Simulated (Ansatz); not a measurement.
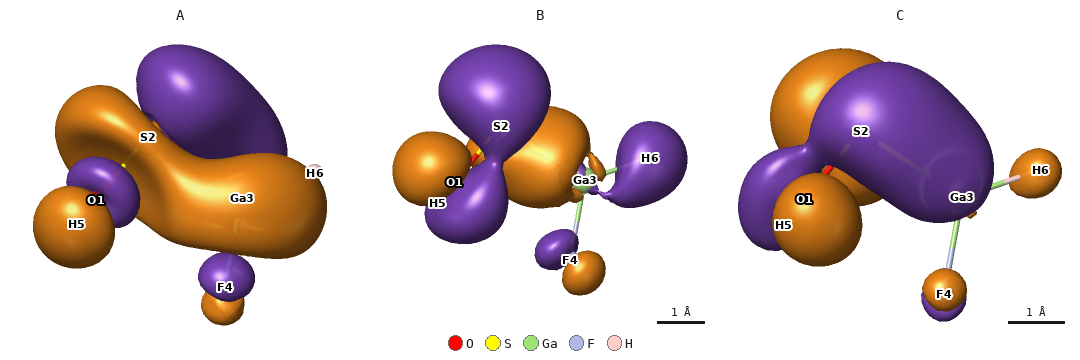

Figure 1: FGaH$_{2}$OS. Three frontier orbitals at ±0.08 Å⁻³ᐟ² (orange and purple are the two phases), in no order.

All numbers below come from RKS r2SCAN/def2-SVP in Ansatz 0.2.0.

```yaml
atoms:
  - { symbol: O, position_ang: [0.2392, 1.3638, -1.2762] }
  - { symbol: S, position_ang: [-0.1952, -0.2753, -1.4276] }
  - { symbol: Ga, position_ang: [0.1033, -0.9429, 0.6534] }
  - { symbol: F, position_ang: [0.3052, 0.4121, 1.7471] }
  - { symbol: H, position_ang: [-0.5416, 1.8212, -0.9269] }
  - { symbol: H, position_ang: [0.0892, -2.3790, 1.2302] }
```

Q: Which picture is the HOMO−1, the HOMO and the LUMO?

A: B is the HOMO−1 (−6.88 eV). By Hirshfeld shares it lies mainly on S2 (about 45 %), O1 (about 35 %) and Ga3 (about 15 %); π-antibonding (π*) across S2–O1. C is the HOMO (−6.54 eV). Its weight (Hirshfeld) is mainly on S2 (about 65 %), O1 (about 20 %) and Ga3 (about 10 %). A is the LUMO (−2.12 eV). It lies mainly on S2 (about 45 %), Ga3 (about 30 %) and O1 (about 20 %).

Q: What is the HOMO–LUMO gap?

A: 4.42 eV between the orbital energies.
